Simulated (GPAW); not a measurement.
# TaN: optical spectrum from first principles, part 2 of 2

Aim: the dielectric function of TaN, and the optical constants that follow from it.

GPAW 26.7.0; DFT, PBE, plane-wave PAW (GPAW data sets), scalar-relativistic, RPA, optical limit.

So far. Step 2 (Ground state): There are states at the Fermi level within the smearing, so the occupations stay smeared and the carriers get a Drude term.

### 4. Dielectric function, RPA

Transitions between filled and empty bands, summed over the zone, give the optical response, so mesh, band count and broadening shape it.

The induced potential is part of this response.

This step: DFT, PBE, plane-wave PAW (GPAW data sets), scalar-relativistic, RPA, optical limit (GPAW 26.7.0).

File df.py:

```python
from gpaw.response.df import DielectricFunction

df = DielectricFunction('full.gpw', frequencies={'type': 'nonlinear', 'domega0': 0.03, 'omega2': 8},
                        ecut=60,
                        eta=0.2,
                        nbands=29,
                        rate=0.05,
                        txt='df.txt')
for direction in ['x']:
    df.get_dielectric_function(xc='RPA', direction=direction, filename=f'df_{direction}.csv')
```

Launch:

```bash
$ OMP_NUM_THREADS=1 python df.py
```

Numbers of over 12 decimals in the logs are rounded to 6 here.

The program printed:

```text
Using integrator: PointIntegrator
NonLinearFrequencyDescriptor(from 0.000 to 114.687 eV, 552 points)
Nonperiodic BCs:  [False False False]
Using integrator: PointIntegrator
NonLinearFrequencyDescriptor(from 0.000 to 114.687 eV, 552 points)
Nonperiodic BCs:  [False False False]
Using integrator: PointIntegrator

Calculating chi0 body with:
    Ground state adapter containing:
    Number of spins: 1
    Number of kpoints: 5832
    Number of irreducible kpoints: 195
    Number of completely occupied states: 8
    Number of partially occupied states: 13

    Linear response parametrization:
    q_c: [0.0, 0.0, 0.0]
    Number of frequency points: 552
    Planewave cutoff: 60.0
    Number of bands: 29
    Number of planewaves: 15
    Broadening (eta): 0.2

Integrating chi0 body.

Symmetries of q_c:
    Direct symmetries (Uq -> q): 48
    Indirect symmetries (TUq -> q): 0
In total 48 allowed symmetries.

195 groups of equivalent kpoints. 96.656379% reduction.

Integral kind: spectral function

Calculating chi0 optical extensions with:
    Ground state adapter containing:
    Number of spins: 1
    Number of kpoints: 5832
    Number of irreducible kpoints: 195
    Number of completely occupied states: 8
    Number of partially occupied states: 13

    Linear response parametrization:
    Number of frequency points: 552
    Planewave cutoff: 60.0
    Number of bands: 29
    Number of planewaves: 15
    Broadening (eta): 0.2
Integrating chi0 head and wings.

Symmetries of q_c:
    Direct symmetries (Uq -> q): 48
    Indirect symmetries (TUq -> q): 0
In total 48 allowed symmetries.

195 groups of equivalent kpoints. 96.656379% reduction.

Integral kind: spectral function wings

Calculating drude chi0 with:
    Number of frequency points:552
    Plasma frequency decay rate: 0.05 eV

    Ground state adapter containing:
    Number of spins: 1
    Number of kpoints: 5832
    Number of irreducible kpoints: 195
    Number of completely occupied states: 8
    Number of partially occupied states: 13

Symmetries of q_c:
    Direct symmetries (Uq -> q): 48
    Indirect symmetries (TUq -> q): 0
In total 48 allowed symmetries.

195 groups of equivalent kpoints. 96.656379% reduction.

Integral kind: intraband
Plasma frequency:
[[9.73+0.j 0.  -0.j 0.  +0.j]
 [0.  -0.j 9.73+0.j 0.  -0.j]
 [0.  -0.j 0.  -0.j 9.73+0.j]]
```

The job ended after 14 s (1 thread of Arm Neoverse V1, shared host; peak memory 0.23 GiB).

Read-outs, printed or worked out from the files:

* centre of weight of the strongest loss peak in the window: 25.51 eV

Some rows of df_x.csv (energy; Re and Im without local fields; Re and Im with them):

```text
0.000000, 38333.708562, 0.000000, 38333.684211, 0.000000
0.619237, -292.932230, 98.196247, -293.018771, 98.220421
1.279498, -66.940919, 15.641441, -67.007830, 15.652996
1.984998, -26.543021, 6.742535, -26.625995, 6.752101
2.740552, -11.525586, 3.450787, -11.619929, 3.463638
3.551683, -3.858740, 2.571870, -3.951740, 2.572870
4.424758, 0.441665, 3.444557, 0.340971, 3.433860
5.367152, 2.416447, 4.266572, 2.331269, 4.235339
6.387465, 3.118534, 5.737877, 3.071896, 5.716228
7.495775, 2.217337, 6.058959, 2.111414, 6.073353
8.703980, 0.665748, 7.085343, 0.569740, 7.100438
10.026223, -0.485137, 6.386494, -0.621506, 6.441867
11.479449, -1.336878, 5.376090, -1.617912, 5.297482
13.084136, -2.636620, 2.436194, -2.742201, 2.319877
14.865263, -1.402643, 1.589455, -1.466706, 1.487622
16.853625, -0.236926, 1.287335, -0.337199, 1.116164
19.087623, -0.179711, 1.113312, -0.189284, 1.017068
21.615770, -0.157077, 1.150563, -0.103986, 1.165675
24.500258, 0.043456, 0.489054, -0.051235, 0.483226
27.822136, 0.383104, 0.559890, 0.286474, 0.497178
31.689054, 0.600470, 0.423225, 0.606865, 0.363655
```

Sum at mesh points, not converged in k. The Im ε, E ∥ x by photon energy; read off at these points:

```tsv
photon energy (eV)	Im ε, E ∥ x
5	3.73
10	6.48
15	1.33
20	0.936
25	0.425
30	0.381
35	0.236
```

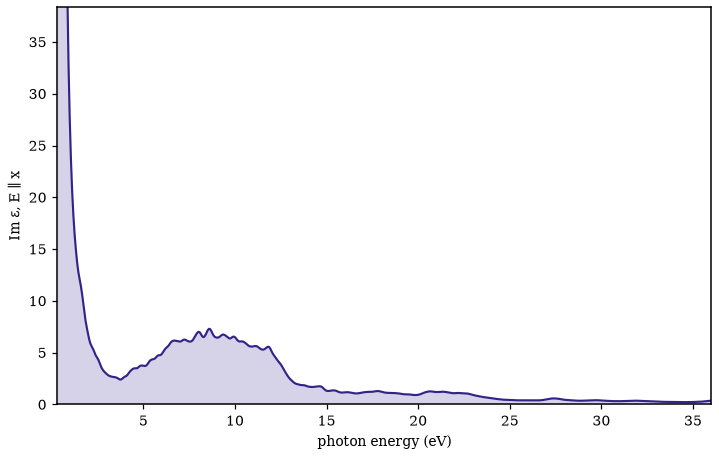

Im ε, E ∥ x against photon energy. Below 1 eV the curve runs off the scale.

Values under 1 per cm are given as 1; sum at mesh points, not converged in k. Absorption coefficient, E ∥ x against photon energy:

```tsv
photon energy (eV)	absorption coefficient, E ∥ x (1/cm)
1.99	1.0e6
3.98	5.9e5
6.02	7.1e5
8.03	1.3e6
10.03	1.9e6
12.02	2.5e6
14.04	2.0e6
16.03	1.7e6
18.05	1.6e6
20.06	1.3e6
22.02	1.7e6
24.04	1.5e6
25.94	8.7e5
28.00	9.8e5
30.07	7.8e5
31.90	7.3e5
34.10	4.5e5
36.00	6.5e5
```

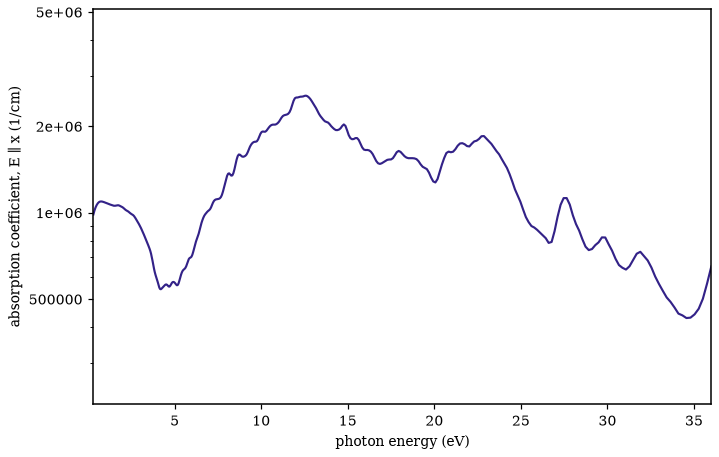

Absorption coefficient, E ∥ x, plotted against photon energy.

The reflectivity at normal incidence, E ∥ x has structure finer than the step of the table below, so its rows give means over 2.5 eV, whole bins alone (the curve runs from 0.305 to 36 eV). Peaks (eV: height): 13.00: 56.0, 23.45: 26.0.

Sum at mesh points, not converged in k. Table of reflectivity at normal incidence, E ∥ x by photon energy; means over each step:

```tsv
photon energy (eV)	reflectivity at normal incidence, E ∥ x (%)
2.5	83.8
5.0	25.0
7.5	29.6
10.0	36.2
12.5	49.1
15.0	42.0
17.5	25.2
20.0	17.2
22.5	22.0
25.0	17.5
27.5	7.13
30.0	4.07
32.5	2.19
```

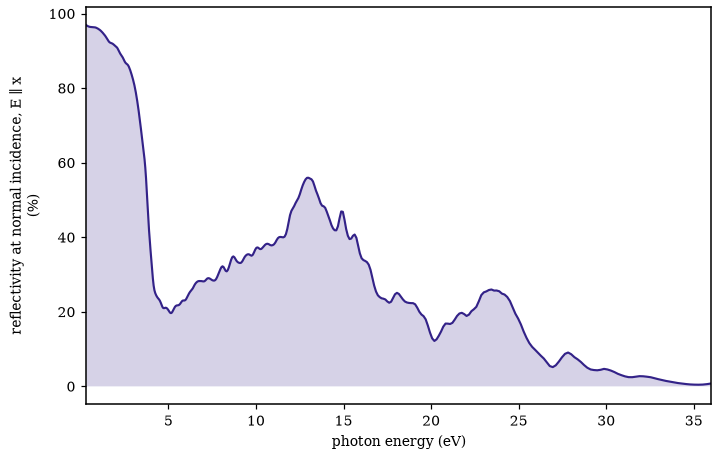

Reflectivity at normal incidence, E ∥ x, plotted against photon energy.

The loss function −Im 1/ε at q → 0, E ∥ x has structure finer than the step of the table below, so its rows give means over 2 eV, whole bins alone (the curve runs from 0.305 to 36 eV). Peaks (eV: height): 19.8: 1.10, 25.1: 2.32, 28.0: 1.54.

Sum at mesh points, not converged in k. The loss function −Im 1/ε at q → 0, E ∥ x by energy loss; means over each step:

```tsv
energy loss (eV)	loss function −Im 1/ε at q → 0, E ∥ x
2	0.0122
4	0.208
6	0.160
8	0.142
10	0.158
12	0.161
14	0.291
16	0.613
18	0.812
20	0.940
22	0.887
24	1.63
26	1.72
28	1.32
30	0.973
32	0.703
34	0.398
```

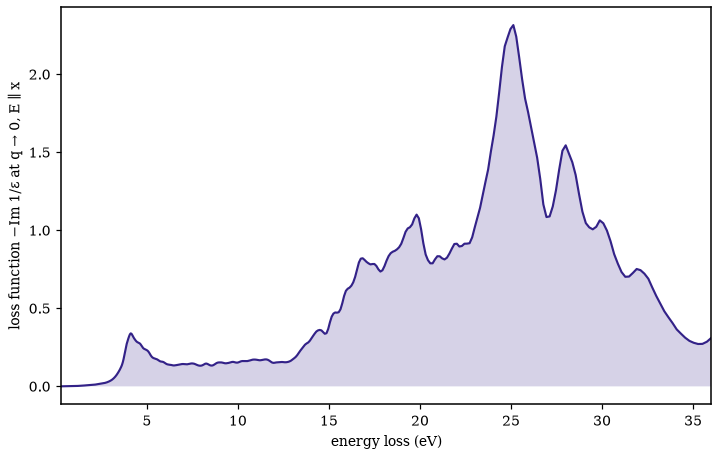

Loss function −Im 1/ε at q → 0, E ∥ x against energy loss.

Sum at mesh points, not converged in k. The Im ε, E ∥ x by photon energy; read off at these points:

```tsv
photon energy (eV)	without local fields	with local fields
2	6.62	6.63
4	2.69	2.70
6	4.90	4.87
8	6.98	6.99
10	6.43	6.48
12	5.29	5.12
14	1.83	1.73
16	1.26	1.17
18	1.34	1.22
20	1.07	0.936
22	1.07	1.09
24	0.585	0.598
26	0.451	0.403
28	0.511	0.447
30	0.450	0.381
32	0.334	0.355
34	0.207	0.230
36	0.652	0.366
```

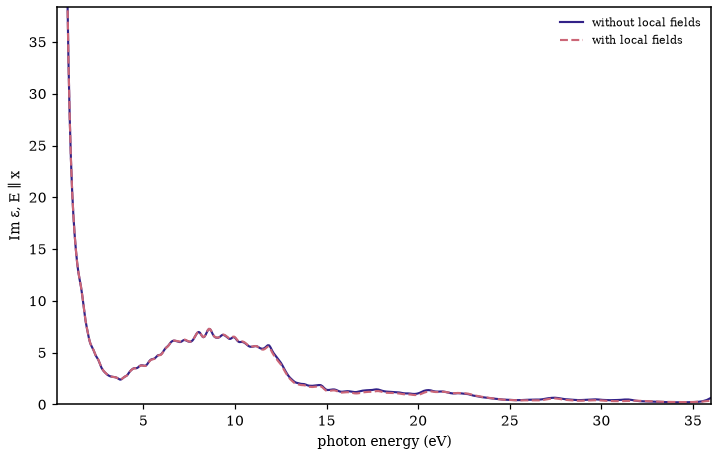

Im ε, E ∥ x against photon energy. Below 1 eV the curve runs off the scale.

Optical constants at common wavelengths, from n + ik = √ε:

```tsv
wavelength (nm)	n	k	R (%)	1/α
1550	1.74	13.511	96.3	9.1 nm
532	0.59	4.275	88.7	9.9 nm
450	0.50	3.416	85.6	10 nm
405	0.50	2.846	80.7	11 nm
308	0.97	1.404	33.8	17 nm
248	1.66	1.127	20.4	18 nm
193	2.19	1.325	26.6	12 nm
```

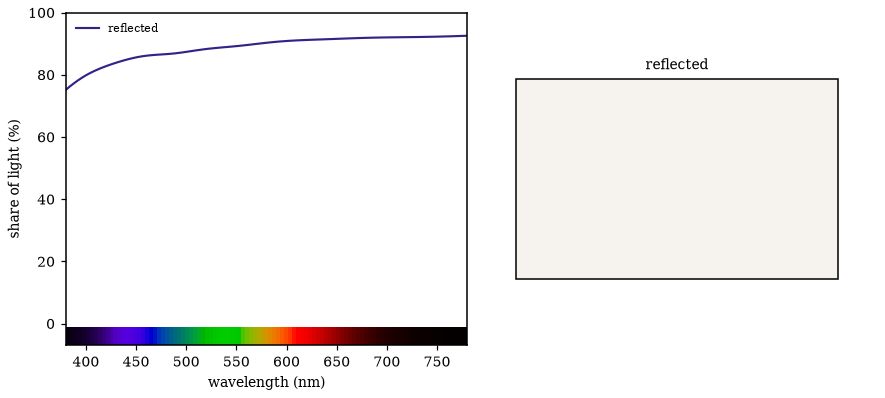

Light reflected across the visible range, with the colour that it makes of daylight (sRGB).

In reflection the computed colour is near white: x = 0.318, y = 0.334, luminous reflectivity 89 %.

### 5. Results

```json
{
  "centre of weight of the strongest loss peak in the window, first axis": "25.5 eV"
}
```

In words: At this level (PBE, RPA) TaN is a metal. The mesh is too coarse to trust the carriers' weight, the reflectivity or the colour to better than tens of per cent. In reflection the computed colour is near white: x = 0.318, y = 0.334, luminous reflectivity 89 %. The carriers' damping of 0.05 eV is typed, not computed; it shapes the response at the lowest energies. Spin-orbit coupling is left out although heavy atoms are present. In this version of GPAW the matrix elements of the optical limit are incomplete, which can lower ε − 1 by up to a tenth where first-row anions or d states rule, and shift it by more in d metals. GPAW's carrier term has the form −ωp²/(ω + i·rate)², which damps like twice the rate and fails at low energy, so the curves leave the lowest energies out. The sum runs over mesh points 0.14 Å⁻¹ apart with no interpolation, so peaks are partly noise of the mesh, and the Drude plasma energy, a sum over the Fermi surface, isn't converged.

[Machine, clock and banner lines and Python warnings are left out of the logs.]

[Logs are printed without paths, hosts, clocks, repeated set-up lines and the standing remarks that a program may print on its own settings, such as how far it seeks lower states.]

[Hosts, paths, dates, database ids (printed as entryN), source tags and the programs' standing remarks are cut or masked in the printed files.]
